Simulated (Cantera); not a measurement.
A closed system holds: 1 mol C2H6, 0.43 mol H2O, 30 mol H2, held at 0.100 bar.

Equilibrium computed with Cantera from the NASA thermochemical tables; the gas is ideal and each condensed phase is pure. Candidate condensed phases: C, C6H6, C7H8, C8H18, H2O; 110 gas species. Kinetics and transport are ignored.

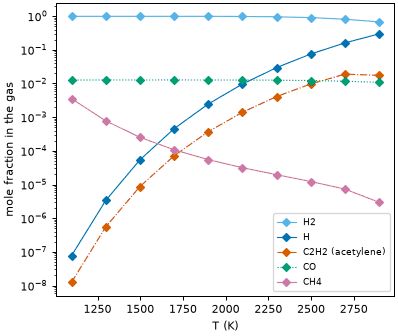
Figure: Equilibrium gas composition (values under 1e-9 drawn at 1e-9)

### Question
Read off the mole fractions at 2298 K.

### Answer
H2 about 0.95, H about 0.030, CO about 0.013, C2H2 (acetylene) about 0.0041, CH4 about 2.0e-5.
